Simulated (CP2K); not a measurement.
Consider isocyanic acid at its PBE geometry (Å).

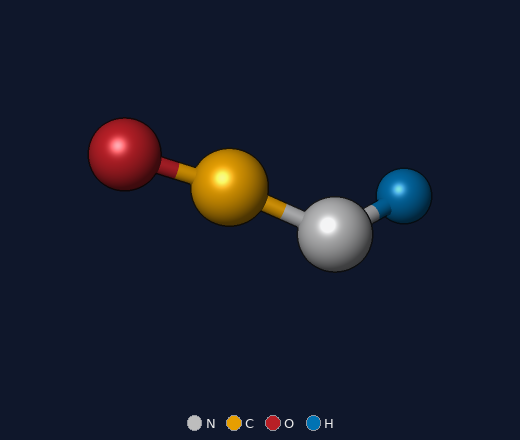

The molecule (nitrogen light grey, carbon orange, oxygen red, hydrogen blue).

```xyz
4

N    -0.7136    0.3199    0.0103
C     0.4589    0.0183   -0.1732
O     1.5958   -0.1398   -0.4533
H    -1.3411   -0.1984    0.6162
```

Method: CP2K XAS_TDP, all-electron GAPW, PBEh(45%), aug-cc-pVTZ, TDA, GW2X-corrected core level, no relativity.

Predict the bright core excitations at the C K edge.

Leading lines: C2 289.66 eV. The leading line of an atom is its first one with 35 % of the strongest within 2.5 eV of its lowest line over the strength cut. Core ionisation energies at this level: C2 296.14 eV.

The first six lines of each atom with a strength over 0.0015:

```
                  atom  energy (eV)  states  strength, one atom  above the computed threshold
C2 (bonded to N and O)       289.66       1              0.0775                              
                             290.99       1              0.0798                              
                             299.13       1              0.0022                           yes
                             299.91       1              0.0051                           yes
                             300.60       1              0.0035                           yes
                             301.12       1              0.0027                           yes
```

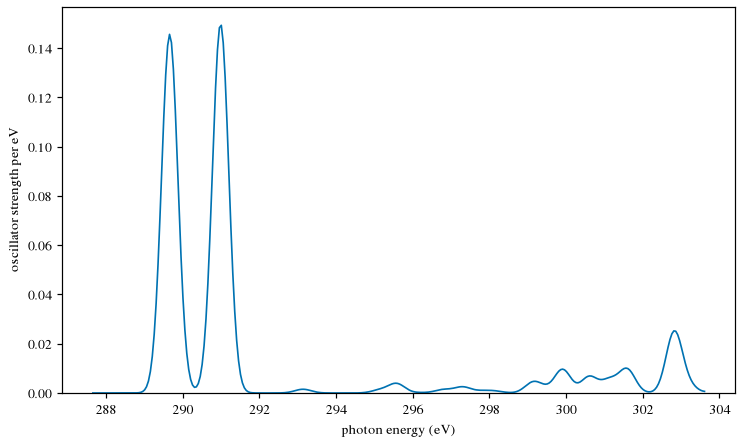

All atoms added, broadened by 0.5 eV.

Lines are vertical, at one geometry, with no vibrational structure. GW2X ionisation energies and lines can be off by 1 to 2 eV either way, and a good line position may hide errors that cancel. These values hold no scalar relativity, about 0.1 eV for C 1s. Rydberg lines, and the discretised continuum above threshold, depend on the basis and the box.

[Banner, clock and machine lines of the logs are left out without a mark of their own.]

[Logs are printed without paths, hosts, clocks, repeated set-up lines and the standing remarks that a program may print on its own settings, such as how far it seeks lower states.]

[Hosts, paths, dates, database ids (printed as entryN), source tags and the programs' standing remarks are cut or masked in the printed files.]
